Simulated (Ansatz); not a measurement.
**WCl2F4: geometry relaxation**

WCl2F4, computed with RKS PBE0-D4/def2-TZVP (Ansatz 0.2.0).

The geometry: GFN2-xTB start. Figures and captions count atoms from 1; the log counts them from 0 in places.

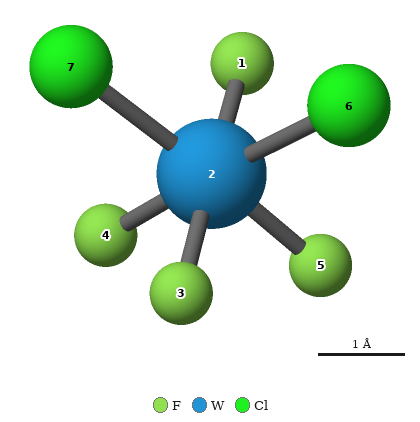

Fig. 1: The starting structure (ball-and-stick view, seen at an oblique angle; atoms are numbered from 1 in the order of the input). Sticks mark near contacts. Bond lengths as drawn: Cl–W 2.25 to 2.26 Å and F–W 1.82 to 1.85 Å.

Key numbers

| quantity | value |
| --- | --- |
| outcome | converged |
| total energy | −37733.0051 eV |
| mean-field energy | −37732.7909 eV |
| dispersion energy | −0.2142 eV |
| SCF solution under orbital rotations | stable |
| largest force (length of the vector) at the end | 0.002 eV/Å |
| dipole moment | 1.26 D |
| hardware | 8 threads of Arm Neoverse V1, 23 GiB of memory available, shared host |
| wall time | 15 s (CPU time 1.8 min) |
| peak memory | 0.8 GiB |

Input
```yaml
crystal:
  periodic: [false, false, false]
  atoms:
    - {symbol: F, position_ang: [-0.353730, -1.373790, 1.148640]}
    - {symbol: W, position_ang: [-0.027200, 0.014270, 0.013170]}
    - {symbol: F, position_ang: [0.168190, 1.475350, -1.058520]}
    - {symbol: F, position_ang: [-1.839620, 0.065390, -0.351350]}
    - {symbol: F, position_ang: [-0.372110, 1.168250, 1.417500]}
    - {symbol: Cl, position_ang: [2.159720, 0.037520, 0.560820]}
    - {symbol: Cl, position_ang: [0.264740, -1.387010, -1.730260]}
basis:
  gaussian: {orbitals: def2-TZVP}
hamiltonian: {xc: pbe0, dispersion: d4}
relax: {f_tol: 0.005, max_steps: 150}
```

Launched with:
```bash
ansatz run in.yaml --threads 8 --pin off --events-out ev --progress --plain --max-ram 18278MiB
```

What the program printed
```
Functional definition: PBE0
  name "PBE0"
  cite "Adamo & Barone, J. Chem. Phys. 110, 6158 (1999) doi:10.1063/1.478522"
  cite "Perdew, Burke & Ernzerhof, Phys. Rev. Lett. 77, 3865 (1996) doi:10.1103/PhysRevLett.77.3865"
  parent pbe
  parameter a = 0.25
  parameter kappa = 0.804
  parameter beta = 0.06672455060314922
  exchange = (1 - a)*pbe_x(kappa = kappa, mu = beta*pi^2/3) + a*exact_x
  correlation = pbe_c(beta = beta)
1560 factors; their error is unknown
mean field evaluation 1: about -37722.3671 eV, gradient 8.0e1 eV
mean field evaluation 2: about -37631.2043 eV, gradient 2.6e2 eV
mean field evaluation 4: about -37732.4116 eV, gradient 1.2e1 eV
mean field evaluation 8: about -37732.6444 eV, gradient 8.7e-2 eV
mean field evaluation 16: about -37732.7779 eV, gradient 8.9e-5 eV
mean field -37732.77793784 eV, -1386.6540130202 hartree, gradient 4.7e-5 eV, S^2 0.000000; 0 other end points of the search recorded, 0 dependent functions left out
the calculation of the forces begins
reference -37732.77796944 eV, -1386.6540141814 hartree; 42, 42 occupied and 196, 196 virtual orbitals, 1560 factors
relax step   1: F+E_penalty+E_count = -37732.99244795 eV  Δ(F+E_penalty+E_count) = +0.000e0 eV  max|allowed force component| = 4.490e-1 eV/Å  Δτ_max = 0.0000 Å  (31 SCF iters, accepted)
these checks for a lower state are left out or cut short: starts, cluster_reference, orbital_swaps, neighbouring_geometries, increment
1560 factors; their error is unknown
mean field -37732.78875833 eV, -1386.6544106659 hartree, gradient 1.3e-5 eV, S^2 0.000000; 0 other end points of the search recorded, 0 dependent functions left out
the calculation of the forces begins
reference -37732.78878993 eV, -1386.6544118272 hartree; 42, 42 occupied and 196, 196 virtual orbitals, 1560 factors
relax step   2: F+E_penalty+E_count = -37733.00289360 eV  Δ(F+E_penalty+E_count) = -1.045e-2 eV  max|allowed force component| = 9.373e-2 eV/Å  Δτ_max = 0.0266 Å  (35 SCF iters, accepted)
these checks for a lower state are left out or cut short: starts, cluster_reference, orbital_swaps, neighbouring_geometries, increment
1560 factors; their error is unknown
mean field evaluation 32: about -37732.7906 eV, gradient 2.4e-5 eV
mean field -37732.79059322 eV, -1386.6544780969 hartree, gradient 2.4e-5 eV, S^2 0.000000; 0 other end points of the search recorded, 0 dependent functions left out
the calculation of the forces begins
reference -37732.79062483 eV, -1386.6544792584 hartree; 42, 42 occupied and 196, 196 virtual orbitals, 1560 factors
relax step   3: F+E_penalty+E_count = -37733.00475668 eV  Δ(F+E_penalty+E_count) = -1.863e-3 eV  max|allowed force component| = 2.760e-2 eV/Å  Δτ_max = 0.0157 Å  (33 SCF iters, accepted)
these checks for a lower state are left out or cut short: starts, cluster_reference, orbital_swaps, neighbouring_geometries, increment
1560 factors; their error is unknown
mean field -37732.79087567 eV, -1386.6544884768 hartree, gradient 2.4e-5 eV, S^2 0.000000; 0 other end points of the search recorded, 0 dependent functions left out
the calculation of the forces begins
reference -37732.79090728 eV, -1386.6544896381 hartree; 42, 42 occupied and 196, 196 virtual orbitals, 1560 factors
relax step   4: F+E_penalty+E_count = -37733.00508360 eV  Δ(F+E_penalty+E_count) = -3.269e-4 eV  max|allowed force component| = 1.940e-3 eV/Å  Δτ_max = 0.0080 Å  (34 SCF iters, accepted)
```

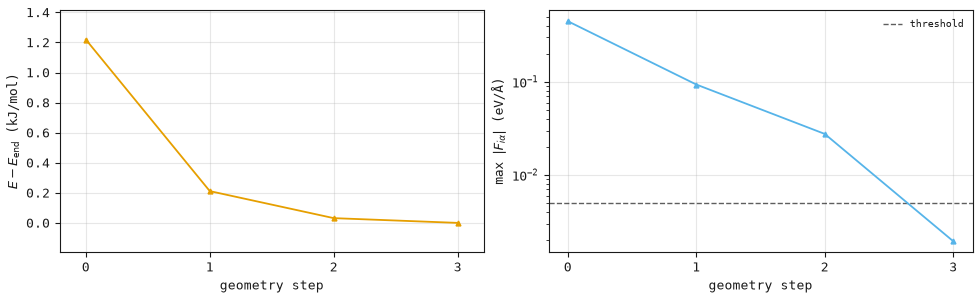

Fig. 2: Progress of the relaxation, step by step (the first geometry is step 0 here and step 1 in the log).

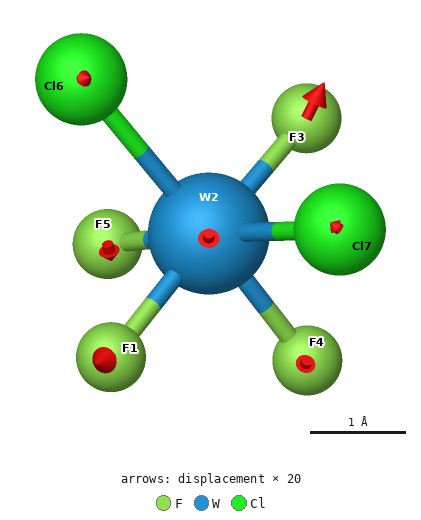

Fig. 3: The starting structure with the displacements as red arrows, magnified 20 times (ball-and-stick view, seen at an oblique angle). The two geometries are laid on each other by the best rigid fit. The atom that moves furthest after the best rigid fit is F3 (0.022 Å). By element the largest moves are F 0.022 Å, W 0.013 Å, Cl 0.008 Å. Among the contacts that change: F1–W2 1.823 → 1.838 Å, W2–Cl6 2.255 → 2.263 Å, W2–Cl7 2.256 → 2.263 Å. Over 3 geometry steps the energy falls by 1.22 kJ/mol. The largest force component goes from 0.45 to 0.0019 eV/Å. (Atoms are counted from 1 in the order of the input.)

```
1560 factors; their error is unknown
mean field -37732.79087567 eV, -1386.6544884767 hartree, gradient 3.2e-5 eV, S^2 0.000000; 1 other end points of the search recorded, 0 dependent functions left out
the calculation of the forces begins
reference -37732.79090728 eV, -1386.6544896381 hartree; 42, 42 occupied and 196, 196 virtual orbitals, 1560 factors
Total energy: -37733.00511521 eV, -1386.6623616344 hartree
Atom 0 at    -0.345801    -1.391697     1.152943 Å, force     0.000831     0.000716    -0.001123 eV/Å
Atom 1 at    -0.037368     0.020800     0.018010 Å, force    -0.001940     0.001030     0.000828 eV/Å
Atom 2 at     0.181540     1.483132    -1.073788 Å, force     0.000436    -0.001419     0.000538 eV/Å
Atom 3 at    -1.846799     0.071292    -0.345263 Å, force     0.001204     0.000693     0.001120 eV/Å
Atom 4 at    -0.383765     1.170583     1.420351 Å, force    -0.000829    -0.000895    -0.001287 eV/Å
Atom 5 at     2.161501     0.033252     0.554885 Å, force     0.000864     0.000473     0.000773 eV/Å
Atom 6 at     0.270682    -1.387381    -1.727138 Å, force    -0.000567    -0.000599    -0.000849 eV/Å
Dipole moment:     0.211993    -0.118029    -0.102175 e Å
```

Trajectory as extended XYZ (Å, eV, eV/Å), 4 frames, from step=1 to step=4
```
7
Properties=species:S:1:pos:R:3:forces:R:3 step=1 energy=-37732.99245
F    -0.3537   -1.3738    1.1486   -0.0562  -0.4490   0.3219
W    -0.0272    0.0143    0.0132   -0.3076   0.1745   0.1509
F     0.1682    1.4753   -1.0585    0.1102   0.4295  -0.3596
F    -1.8396    0.0654   -0.3513    0.0006   0.0076   0.0197
F    -0.3721    1.1683    1.4175   -0.0205  -0.0183  -0.0179
Cl    2.1597    0.0375    0.5608    0.1930  -0.0390  -0.0037
Cl    0.2647   -1.3870   -1.7303    0.0805  -0.1054  -0.1112
7
Properties=species:S:1:pos:R:3:forces:R:3 step=2 energy=-37733.00289
F    -0.3555   -1.3847    1.1560    0.0139  -0.0448   0.0206
W    -0.0370    0.0207    0.0179   -0.0654   0.0380   0.0356
F     0.1714    1.4869   -1.0676    0.0255   0.0257  -0.0378
F    -1.8494    0.0727   -0.3433    0.0937  -0.0378  -0.0291
F    -0.3871    1.1726    1.4213    0.0759  -0.0588  -0.0551
Cl    2.1682    0.0214    0.5414   -0.0741   0.0394   0.0341
Cl    0.2893   -1.3896   -1.7257   -0.0695   0.0383   0.0316
7
Properties=species:S:1:pos:R:3:forces:R:3 step=3 energy=-37733.00476
F    -0.3520   -1.3882    1.1558    0.0100   0.0057  -0.0115
W    -0.0377    0.0210    0.0182    0.0013  -0.0001   0.0009
F     0.1753    1.4864   -1.0710    0.0059  -0.0144   0.0049
F    -1.8466    0.0661   -0.3514    0.0230   0.0163   0.0253
F    -0.3762    1.1714    1.4228   -0.0201  -0.0174  -0.0276
Cl    2.1631    0.0310    0.5528   -0.0232  -0.0036  -0.0108
Cl    0.2741   -1.3878   -1.7273    0.0031   0.0135   0.0188
7
Properties=species:S:1:pos:R:3:forces:R:3 step=4 energy=-37733.00508
F    -0.3458   -1.3917    1.1529    0.0008   0.0007  -0.0011
W    -0.0374    0.0208    0.0180   -0.0019   0.0010   0.0008
F     0.1815    1.4831   -1.0738    0.0004  -0.0014   0.0005
F    -1.8468    0.0713   -0.3453    0.0012   0.0007   0.0011
F    -0.3838    1.1706    1.4204   -0.0008  -0.0009  -0.0013
Cl    2.1615    0.0333    0.5549    0.0009   0.0005   0.0008
Cl    0.2707   -1.3874   -1.7271   -0.0006  -0.0006  -0.0008
```

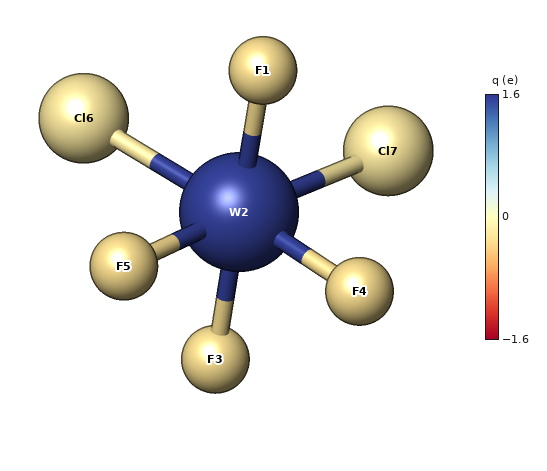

Fig. 4: Mulliken charges, as the colour of each atom (ball-and-stick view, seen at a tilt; atoms are numbered from 1 in the order of the input). By element: F −0.29 to −0.28, W +1.54 and Cl −0.20 e.
